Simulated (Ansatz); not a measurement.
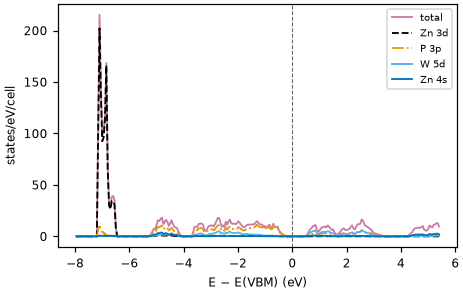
Total and projected density of states of Zn3P4W in space group Pmn2_1 (No. 31; Pearson symbol oP16), plane-wave PAW r²SCAN (Ansatz code)

Q: Which orbitals carry the states next to the gap?

A: Top 1 eV of the valence band: P 3p 82 %, W 5d 7 %. Bottom 1 eV of the conduction band: W 5d 50 %, P 3p 30 %, Zn 4s 6 %, outside the projected shells 11 %. Projections are on Löwdin-orthogonalised atomic valence shells; empty p or d shells of many metals are not among them.

Q: Where is the tallest occupied peak in this window, and what makes it?

A: Near -7.1 eV, about 220 states/eV per cell; the largest projected share is Zn 3d.

The start of the workflow was typed in or built on a structure type; neither database checked (COD, Materials Project) lists it. Whether it is the stable phase at ambient conditions was not checked. Symmetry was held in the r²SCAN relaxation; whether a distortion lowers the energy is not shown. The run is not spin-polarised. Spin–orbit coupling is left out wherever it is not named.

Potentials: the later of the program's two PAW sets.
